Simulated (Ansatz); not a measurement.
# UPBE0/STO-3G run of BSiH2F (SMILES B[Si]F)

What is the electronic atomisation energy of BSiH2F at UPBE0/STO-3G? 

The calculation is run with Ansatz 0.2.0.

## (1) The system as given

The species is BSiH2F (5 atoms), meant as a triplet with charge 0. As SMILES, `B[Si]F`. The shape is that of a GFN2-xTB optimisation. This is one conformer, not always the lowest.

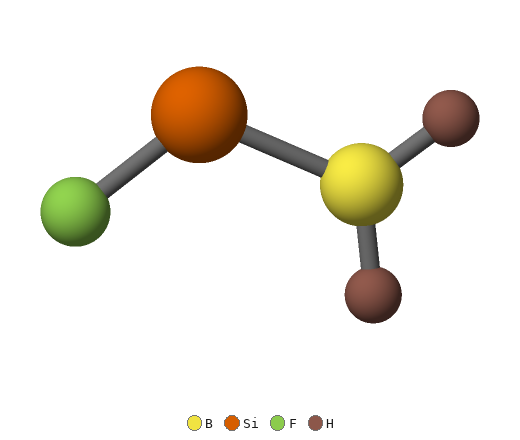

The structure, seen from a chosen angle (boron yellow, silicon orange, fluorine green, hydrogen brown).

## (2) A single-point energy at UPBE0/STO-3G

The input, run.yaml:

```yaml
crystal:
  periodic: [false, false, false]
  atoms:
    - symbol: B
      position_ang: [0.234950, 0.685700, -0.124130]
    - symbol: Si
      position_ang: [-0.890020, -0.807470, -0.293660]
    - symbol: F
      position_ang: [-0.519870, -2.176130, 0.558950]
    - symbol: H
      position_ang: [-0.000350, 1.667090, -0.717680]
    - symbol: H
      position_ang: [1.175290, 0.630810, 0.576520]
basis:
  gaussian:
    orbitals: STO-3G
magnetization:
  spin_polarized: true
  initial_magnetization: 2
hamiltonian:
  xc: {name: PBE0}
accuracy: high
```

On the command line:

```bash
$ ansatz run run.yaml --threads 1 --pin off --max-ram 2610MiB --events-out events.jsonl --progress --plain --runs-dir runs
```

The program printed:

```text
Warning: RAYON_NUM_THREADS=1 ignored (pool sized by the plan → 1); use --threads N
Functional definition: PBE0
  name "PBE0"
  parameter a = 0.25
  parameter kappa = 0.804
  parameter beta = 0.06672455060314922
  exchange = (1 - a)*pbe_x(kappa = kappa, mu = beta*pi^2/3) + a*exact_x
  correlation = pbe_c(beta = beta)
380 factors; integrals over basis functions are off by at most 1.0e-8 eV
mean field evaluation 1: about -11153.3505 eV, gradient 1.2e1 eV
mean field evaluation 2: about -11152.2232 eV, gradient 1.9e1 eV
mean field evaluation 4: about -11154.7926 eV, gradient 1.4e0 eV
mean field evaluation 8: about -11154.7854 eV, gradient 1.3e-2 eV
mean field evaluation 16: about -11154.7854 eV, gradient 8.7e-7 eV
mean field -11154.78541873 eV, -409.9308031531 hartree, gradient 2.8e-8 eV, S^2 2.002623; 0 other end points of the search recorded, 0 dependent functions left out
reference -11154.78542006 eV, -409.9308032019 hartree; 16, 14 occupied and 5, 7 virtual orbitals, 380 factors
Total energy: -11154.78542006 eV, -409.9308032019 hartree
```

Run time: 2.1 s. Hardware: 1 thread of Arm Neoverse V1, shared host; peak memory 0.13 GiB.

## (3) The B atom at the same level

The input, job.yaml:

```yaml
crystal:
  periodic: [false, false, false]
  atoms:
    - {symbol: B, position_ang: [0.000000, 0.000000, 0.000000]}
basis:
  gaussian: {orbitals: STO-3G}
magnetization: {spin_polarized: true, initial_magnetization: 1}
hamiltonian: {xc: {name: PBE0}}
accuracy: high
```

Run the same way, it converges to -24.23604 Eh (log not shown).

## (4) The F atom at the same level

Changes to job.yaml since step 3:

```diff
@@ -3,3 +3,3 @@
   atoms:
-    - {symbol: B, position_ang: [0.000000, 0.000000, 0.000000]}
+    - {symbol: F, position_ang: [0.000000, 0.000000, 0.000000]}
 basis:
```

Run the same way, it converges to -98.20282 Eh (log not shown).

## (5) The H atom

The input, input.yaml:

```yaml
crystal:
  periodic: [false, false, false]
  atoms:
    - {symbol: H, position_ang: [0.000000, 0.000000, 0.000000]}
basis:
  gaussian:
    orbitals: STO-3G
magnetization:
  spin_polarized: true
  initial_magnetization: 1
hamiltonian:
  xc: {name: PBE0}
accuracy: high
```

On the command line:

```bash
$ ansatz run input.yaml --threads 1 --pin off --max-ram 2610MiB --events-out events.jsonl --progress --plain --runs-dir runs
```

The program printed:

```text
Warning: RAYON_NUM_THREADS=1 ignored (pool sized by the plan → 1); use --threads N
[... 7 set-up lines as earlier in the session ...]
1 factors; integrals over basis functions are off by at most 4.6e-10 eV
mean field evaluation 1: about -12.6944 eV, gradient 0.0e0 eV
mean field evaluation 2: about -12.6944 eV, gradient 0.0e0 eV
mean field -12.69435959 eV, -0.4665091103 hartree, gradient 0.0e0 eV, S^2 0.750000; 0 other end points of the search recorded, 0 dependent functions left out
reference -12.69436041 eV, -0.4665091406 hartree; 1, 0 occupied and 0, 1 virtual orbitals, 1 factors
Total energy: -12.69436041 eV, -0.4665091406 hartree
```

Run time: 0.08 s. Hardware: 1 thread of Arm Neoverse V1, shared host.

## (6) The Si atom, same level

The input, job.yaml:

```yaml
crystal:
  periodic: [false, false, false]
  atoms:
    - symbol: Si
      position_ang: [0.000000, 0.000000, 0.000000]
basis:
  gaussian:
    orbitals: STO-3G
total_charge: 0
magnetization:
  spin_polarized: true
  initial_magnetization: 2
hamiltonian:
  xc: pbe0
accuracy: high
```

Run the same way, it converges to -285.82313 Eh (log not shown).

## (7) Outcome

Level: UPBE0/STO-3G.

| quantity | value |
| --- | --- |
| molecule: total energy | -409.93080 Eh |
| molecule: ⟨S²⟩ | 2.003 |
| B atom: total energy | -24.23604 Eh |
| B atom: ⟨S²⟩ | 0.750 |
| F atom: total energy | -98.20282 Eh |
| F atom: ⟨S²⟩ | 0.750 |
| H atom: total energy | -0.46651 Eh |
| H atom: ⟨S²⟩ | 0.750 |
| Si atom: total energy | -285.82313 Eh |
| Si atom: ⟨S²⟩ | 2.000 |
| electronic atomisation energy | 20.022 eV |

What this shows: Taking the molecule apart into free atoms costs 20.02 eV (462 kcal/mol), before zero-point energy and without spin-orbit coupling. In a minimal basis such a difference can be off by several eV, whatever the method.
